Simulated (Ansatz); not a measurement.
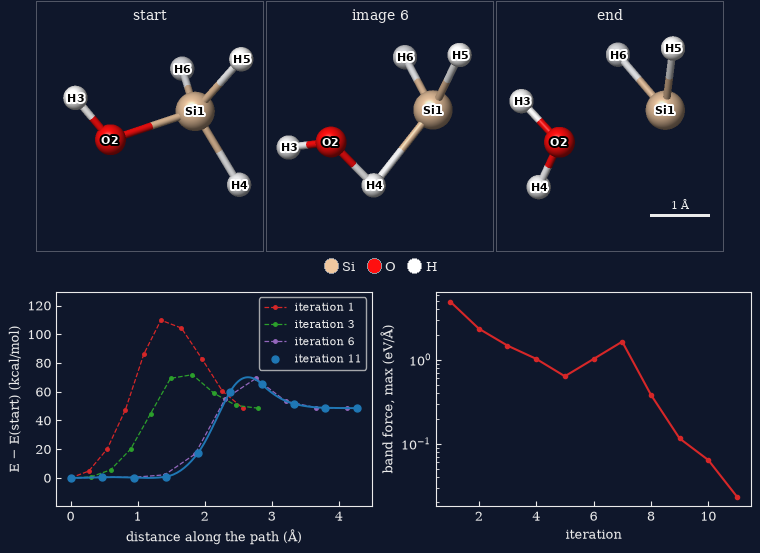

A nudged-elastic-band calculation for SiH$_{4}$O. Images are numbered from 0 (start) to 9 (end). The plot follows the band through its iterations. The picture is a ball-and-stick view, seen at a tilt.

These are results of RKS PBE0/cc-pVDZ (Ansatz), not measurements. Settings: 8 movable images; no climbing image; force threshold 0.05 eV/Å; iteration limit 60; starting path through a guess of the saddle point.

Question: How did the profile develop, and is the result final?

Answer: The run is converged, with reservations. The band converged in 11 iterations. The largest component of the band force went from 5 to 0.024 eV/Å. No image climbed, so the highest image needn't lie on the saddle point, and the true maximum along this path can be higher. The first iteration put the highest image at 109.9 kcal/mol. The highest point, image 6, lies 65.3 kcal/mol above the start and 16.7 kcal/mol above the end; the end is at +48.6 kcal/mol relative to the start.

The run took 35 s on 1 thread of AMD EPYC 9R45 96-Core Processor (Zen 5) (shared host), peak memory 0.12 GiB.
